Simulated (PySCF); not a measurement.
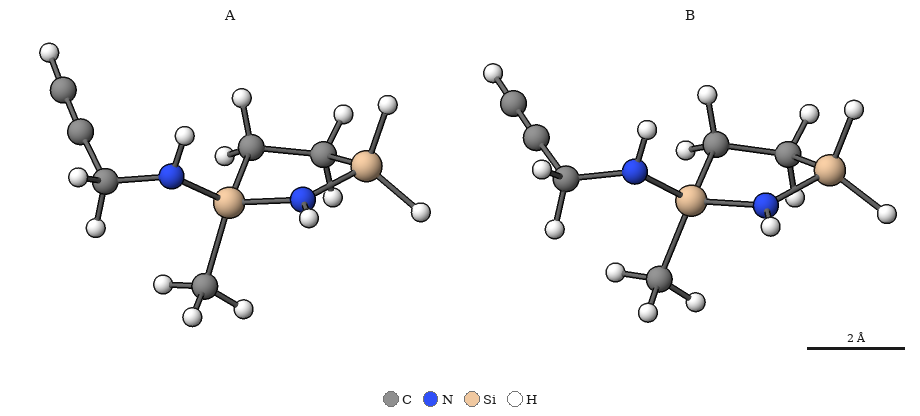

Two geometries of C$_{6}$H$_{14}$N$_{2}$Si$_{2}$, drawn at one scale. One is the start of a relaxation, the other its converged end. The picture is a ball-and-stick view, seen at a tilt.

Level of theory: PySCF 2.14.0, density-fitted response routines, PBE0-D3(BJ)/def2-SVP geometry optimisation, gas phase. 

Which geometry has the lower energy?

Structure B is the relaxed one. The start comes from GFN2-xTB. Its atoms were then displaced at random by about 0.01 Å. The atom that moves furthest after the best rigid fit is an H atom (0.60 Å). Largest moves by element: H 0.60 Å, C 0.38 Å, N 0.14 Å, Si 0.11 Å. Some distances before and after: C–N 1.405 → 1.445 Å, C–C 1.189 → 1.212 Å, N–Si 1.724 → 1.745 Å, C–H 1.082 → 1.103 Å. Bond angles that change, for instance: H–C–H 108.8° → 105.0°, H–Si–H 109.9° → 106.4°, N–Si–H 109.8° → 113.0°. Over 8 geometry steps the energy falls by 21.3 kJ/mol. Cost: 4.5 min on 1 thread of Arm Neoverse V2 (shared host).
